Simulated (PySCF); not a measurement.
## Electronic structure of C$_{6}$H$_{12}$N (doublet) in real space

Input

```
{"job": {"kind": "epr", "basis": "pcH-1"}, "charge": 0, "multiplicity": 2}
C     -0.522374     2.039184    -0.776260
C     -1.134331     0.732142    -0.557248
C     -0.187766    -0.296374     0.207325
C     -0.922808    -1.636823     0.312313
N      0.135568     0.149131     1.540341
C      1.060471    -0.487509    -0.609886
C      2.294002    -0.431110    -0.145247
H     -0.657747     2.840443    -0.074596
H      0.225132     2.161797    -1.536320
H     -2.045543     0.823009     0.039671
H     -1.380022     0.257163    -1.510567
H     -0.310264    -2.332495     0.880047
H     -1.108761    -2.052778    -0.674277
H     -1.874552    -1.511464     0.824739
H     -0.701015     0.230711     2.106097
H      0.600541     1.049233     1.512903
H      0.876845    -0.697293    -1.655283
H      2.496683    -0.241499     0.894381
H      3.146138    -0.586215    -0.785596
```

Command:

```sh
OMP_NUM_THREADS=1 python probes_run.py task.json out
```

Geometry: GFN2-xTB.

All numbers below come from UKS B3LYP, pcH-1 on C H N, non-relativistic, mean-field spin-orbit, GIAO (PySCF 2.14.0, density-fitted response routines).

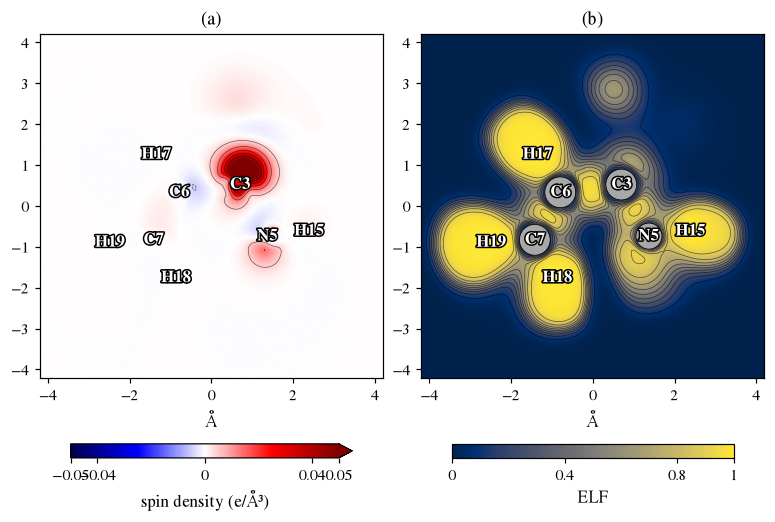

Figure 1. (a) spin density; (b) ELF on the plane of atoms C3, C6 and H17. Grey discs cover the atomic cores in the ELF map.

Question: Describe what can be read from this map.

Answer: Atoms in the plane: C, N and H. C–C (1.32 Å): the ELF peaks at about 0.95 between the atoms; a multiple bond. C–N (1.44 Å): the ELF peaks at about 0.95 between the atoms (localised, covalent bonding). N–H (1.01 Å): the ELF climbs to about 1 towards the hydrogen, as it does in any bond to H (a covalent bond by its length). C–C (1.50 Å): the ELF peaks at about 0.95 between the atoms; a shared electron pair. C–H (1.08 Å): the ELF climbs to about 1 towards the hydrogen: an ordinary covalent bond to hydrogen. The ELF also peaks beside N5, away from the bonds: non-bonding electrons, paired or unpaired. The unpaired spin (1 electron) lies mostly on C1 (about 0.7), in electrons by Hirshfeld's partition.

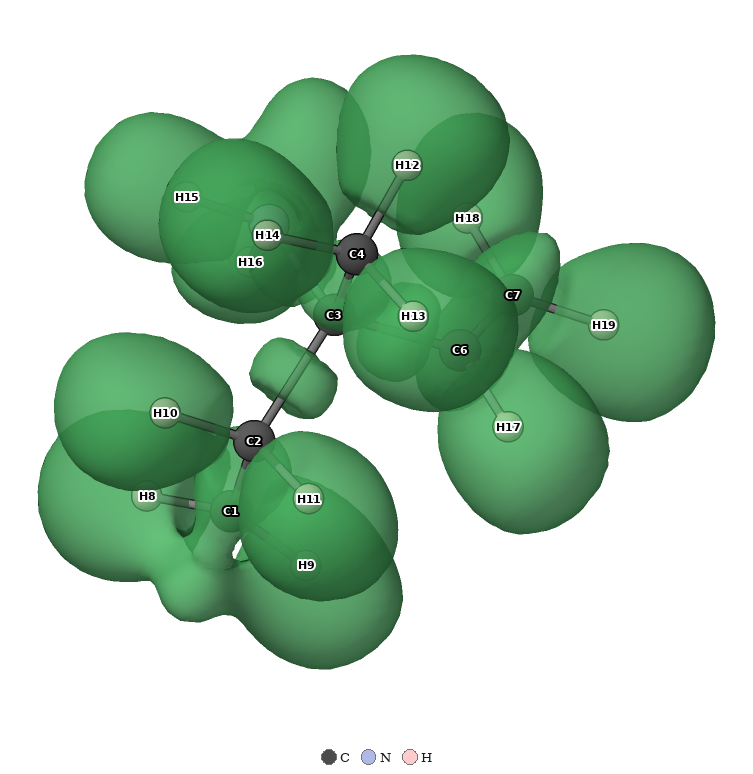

Figure 2. Isosurface of the ELF at 0.75 (green), seen at an oblique angle. Only the valence region is drawn (cores and ρ < 0.01 e/Å³ removed).

Question: Describe the localisation domains.

Answer: At this value the surface marks out four regions between bonded C–C atoms (shared pairs), eight regions around hydrogen nuclei, one joined region spread over several atoms (C, H), in which their bonds and any lone pairs are merged and one joined region spread over several atoms (H, N), in which their bonds and any lone pairs are merged.

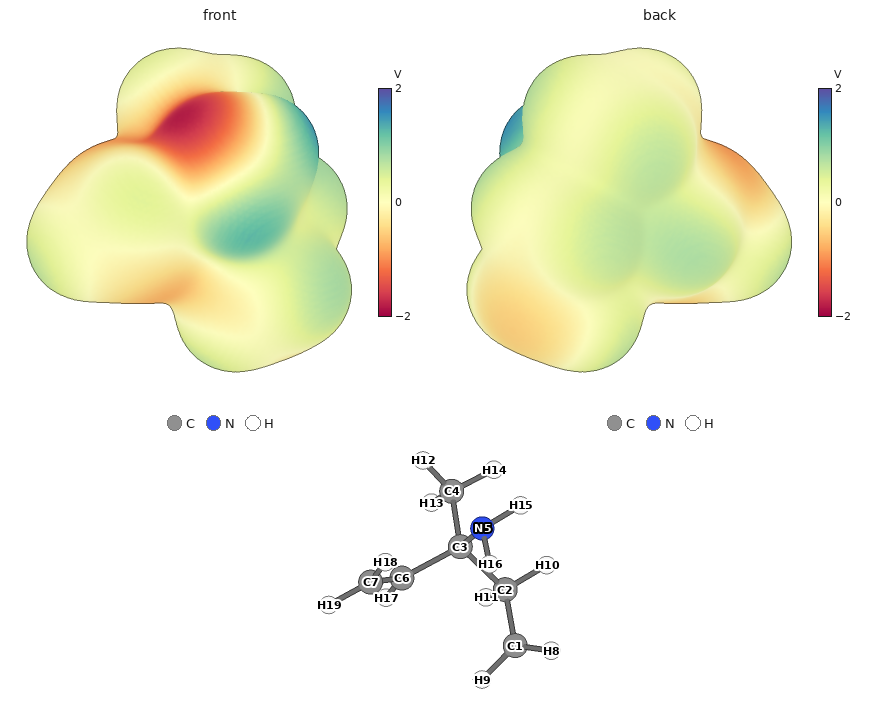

Figure 3. The molecular electrostatic potential painted on the density surface at 0.002 e/bohr³, seen from the front and from behind; the colour scale runs from red (negative) to blue (positive). The bare structure is drawn below in the same view.

Question: Describe the electrostatic potential map.

Answer: The most negative region (about −1.7 V) lies over N5, the most positive (about +1.4 V) over H15. N5 is the likeliest acceptor of a hydrogen bond.
